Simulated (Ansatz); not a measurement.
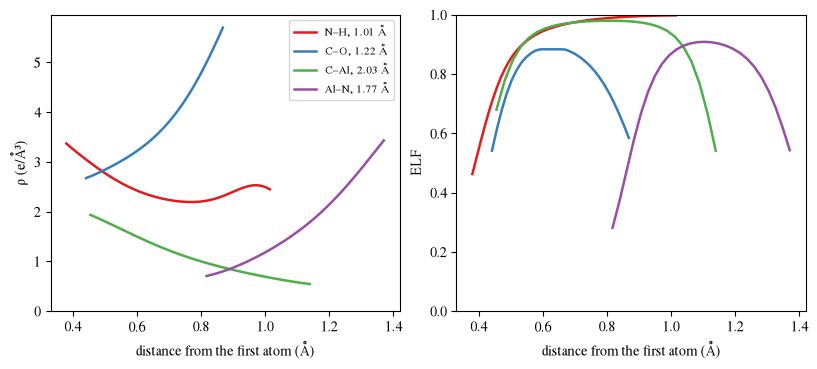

Figure. CH4AlNO. Total electron density and electron localisation function along straight lines between neighbouring atoms. The curves leave out the atomic cores.

Computed with Ansatz 0.2.0, RKS B3LYP-D4/def2-SVP.

```xyz
8

N    -0.5986    1.1166   -0.8568
Al    0.7162    0.3785    0.0658
C     0.1484   -1.4181    0.8090
O    -0.9864   -1.7791    0.5500
H    -0.6032    2.0090   -1.3403
H    -1.4969    0.6503   -0.9630
H     2.1188    1.0889    0.2412
H     0.7939   -2.1032    1.4382
```

Question: What can be read from the curves?

Answer: N–H (1.01 Å): the density is about 2.7 e/Å³ at the midpoint; the ELF climbs to about 1 towards the hydrogen, as it does in any bond to H (a covalent bond by its length).
C–O (1.22 Å): the density is about 3.3 e/Å³ at the midpoint; the ELF peaks at about 0.90 between the atoms; a multiple bond.
C–Al (2.03 Å): ρ is about 0.68 e/Å³ halfway; the ELF peaks at about 1 between the atoms: a polar covalent bond.
Al–N (1.77 Å): ρ is about 0.83 e/Å³ halfway; the ELF peaks at about 0.90 in the valence shell of N, 0.7 Å from its nucleus, and is about 0.60 at the midpoint.
